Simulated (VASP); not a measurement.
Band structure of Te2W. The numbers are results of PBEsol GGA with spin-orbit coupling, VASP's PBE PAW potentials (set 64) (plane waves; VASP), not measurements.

The cell holds a wide vacuum, so values per volume refer to the whole cell.

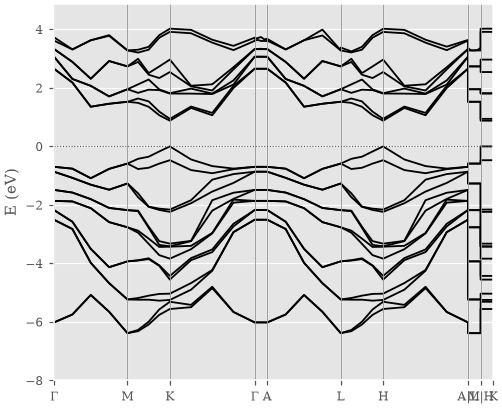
Figure. Bands along high-symmetry lines, zero at the valence-band maximum or, without a gap, the Fermi level

Q: Read the plot: is there a gap, and where are the band edges?

A: The gap is direct, 0.88 eV, from the valence maximum at K to the conduction minimum at K.

The cell is a sheet with vacuum, built from a database entry that may be metastable or hypothetical.
